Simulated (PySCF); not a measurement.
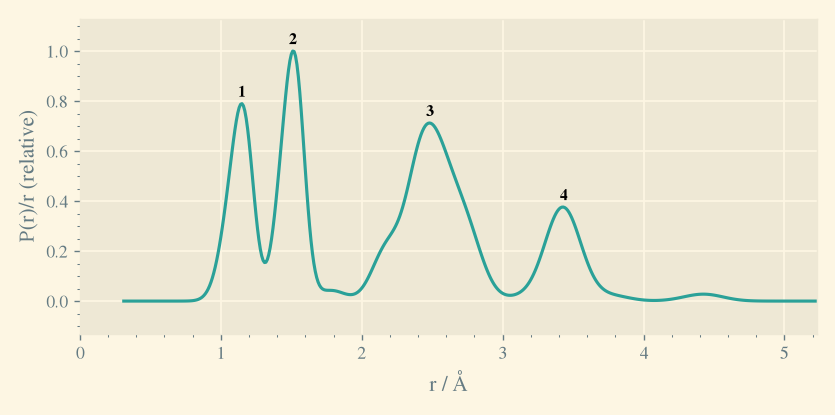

Simulated gas electron diffraction: radial distribution curve of C5H9N. Each pair of atoms contributes with weight ZᵢZⱼ/r; damping constant 0.001 Å²; vibrational amplitudes assumed, not computed: 0.05 Å for bonds, 0.078 Å for bonds to H, 0.06 + 0.015 r up to 0.15 Å for other pairs. The geometry is the end point of an optimisation (PBE0-D3(BJ)/def2-SVP geometry optimisation, gas phase in PySCF 2.14.0, density-fitted response routines); it may be a saddle point or a higher isomer. SMILES: [C-]#[N+]C(C)(C)C.

Question: Assign the numbered peaks of the radial distribution curve (– bonded, ··· not bonded).

Answer: Peak 1, 1.15 Å: C–H 1.10 Å (×9), N–C 1.17 Å, not resolved
Peak 2, 1.51 Å: N–C 1.43 Å, C–C 1.53 Å (×3), not resolved
Peak 3, 2.48 Å: N···C 2.40 Å (×3), C···C 2.52–2.60 Å (×4), N···H 2.66–2.67 Å (×6), not resolved; in its flanks C···H 2.17–2.77 Å
Peak 4, 3.43 Å: N···H 3.36 Å (×3), C···C 3.41 Å (×3), C···H 3.48 Å (×12), not resolved
